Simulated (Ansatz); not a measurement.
```xyz
6

C     0.4976   -0.3899    0.4135
O    -2.0102   -1.8444    1.1825
Si   -1.1206   -0.6038    1.3847
H     0.2515   -0.4003   -0.6562
H     1.0121    0.5404    0.6724
H     1.1399   -1.2516    0.6365
```

Geometry: PBE0-D3(BJ)/pcseg-1.

Theory: isolated molecule in a Gaussian basis; Kohn-Sham density functional theory, functional PBE0 in Ansatz 0.2.0.

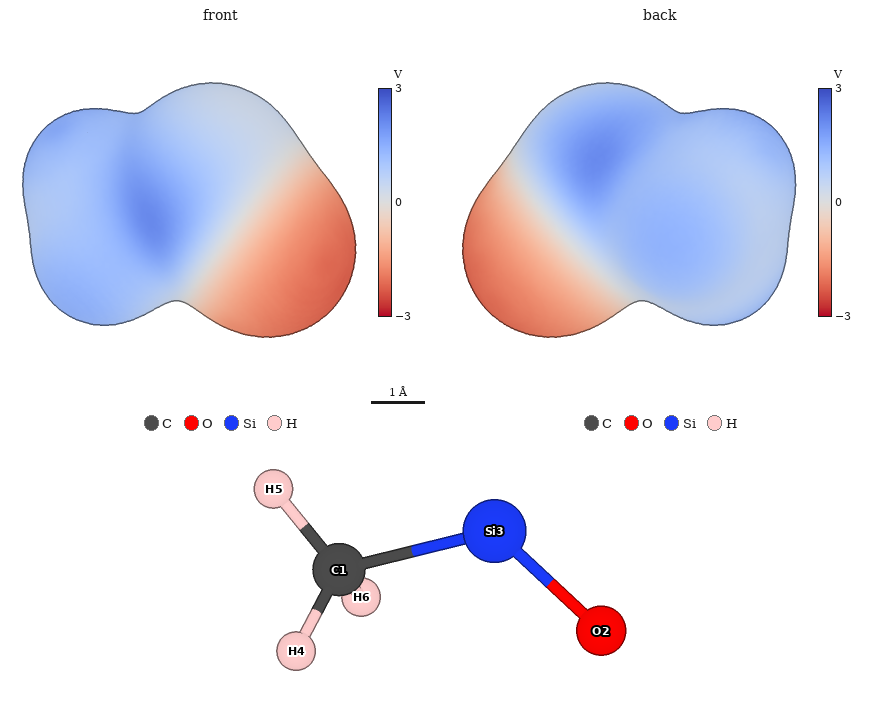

CH3OSi (SMILES C[Si]=O) (doublet). The electrostatic potential painted on the density surface at 0.002 e/bohr³, seen from the front and from behind; the colour scale runs from red (negative) to blue (positive). The bare structure is drawn below in the same view.

Describe the electrostatic potential map.

Answer. The most negative region (about −2.2 V) lies over O2, the most positive (about +2.1 V) over Si3. O2 is the likeliest acceptor of a hydrogen bond.
